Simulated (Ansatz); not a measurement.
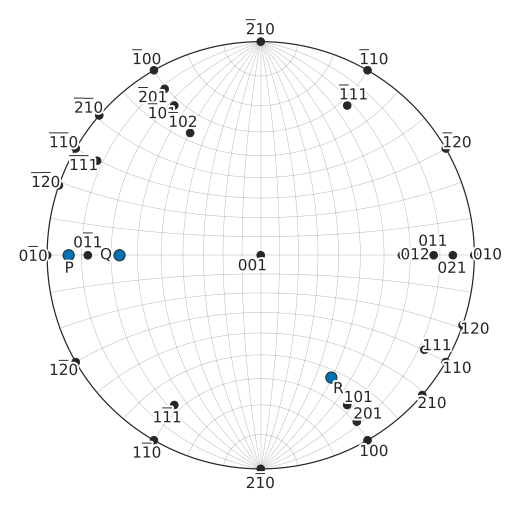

For Ge₂Br, the geometry relaxed with Ansatz 0.2.0, DFT PBE, scalar-relativistic, plane waves, PAW; the starting structure was generated, so it need not be a known form of this composition: stereographic projection of plane normals (upper hemisphere) centred on (0 0 1). Symmetry computed with spglib at a tolerance of 0.002 Å; standard conventional cell.

a = 3.253 Å, b = 3.253 Å, c = 13.234 Å, α = 90.00°, β = 90.00°, γ = 120.00°.

**Index the poles marked P, Q, R.**

P is (0 −2 1), in four indices (0 −2 2 1), 83.9° from the centre; Q is (0 −1 2), in four indices (0 −1 1 2), 66.9° from the centre; R is (1 0 2), in four indices (1 0 −1 2), 66.9° from the centre.

**What is the angle between the normals of (0 −1 1) and (−1 2 0), and what are their d_hkl = 1/|g|?**

147.9°; d = 2.756 Å and 1.627 Å.
